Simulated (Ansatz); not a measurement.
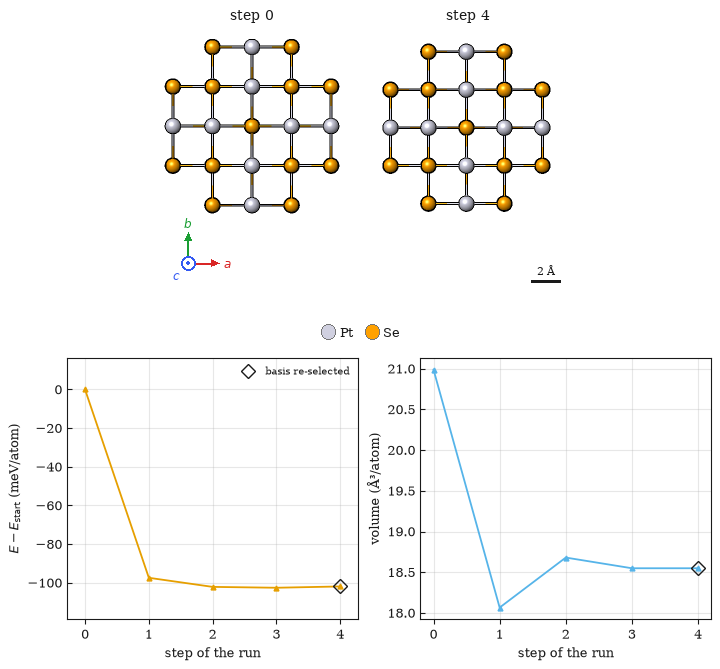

First and last geometry of a relaxation of solid PtSe (built on the rock salt_225 type) (coarse preliminary run), with the history of the run. A ball-and-stick model of the conventional cell (4 times the calculation's cell), seen along the c axis. Lengths and directions refer to the drawn axes.

Case: rock salt type (Fm-3m, No. 225).

Level of theory: DFT PBE, scalar-relativistic, plane waves, PAW in Ansatz.

Input file:
```yaml
crystal:
  lattice:
    - [0.0, 2.758408466, 2.758408466]
    - [2.758408466, 0.0, 2.758408466]
    - [2.758408466, 2.758408466, 0.0]
  atoms:
    - { symbol: Pt, position: [0.0, 0.0, 0.0] }
    - { symbol: Se, position: [0.5, 0.5, 0.5] }
basis:
  ecutwfc: 420
kpoints:
  mp_grid: { grid: [6, 6, 6] }
hamiltonian:
  xc: pbe
scf:
  occupations: { method: gaussian, width: 0.1 }
  lower_state_search: "off"
output:
  forces: true
  stress: true
  eigenvalues: true
relax:
  adjacent_minimum: "off"
  f_tol: 0.04
  max_steps: 70
  cell: { stress_tol: 0.4 }
```

Launched with:
```bash
ansatz run input.yaml --threads 1 --pin off --max-ram 2560MiB --backend cpu --events-out ev --progress --plain --runs-dir out
```

What do the curves and the structures tell?

It converged. The energy falls by 102 meV per atom in 3 accepted moves (4 points after the start). All forces vanish by symmetry, so only the cell relaxes. The pressure goes from −11.75 to −0.04 GPa. At 1 point the geometry stayed and the basis and grid were re-selected for the new cell (energy shift of 0.7 meV per atom at most each time). No atom moves by more than 0.005 Å relative to the cell. The volume changes by −11.6 %, with a = b = c 5.517 → 5.294 Å (−4.0 %). Near-neighbour distances that change, for instance: Pt1–Se2 2.758 → 2.647 Å. The space group stays Fm-3m (No. 225). Cost: 5.6 s on 1 thread of Arm Neoverse V1 (shared host), peak memory 0.3 GiB.
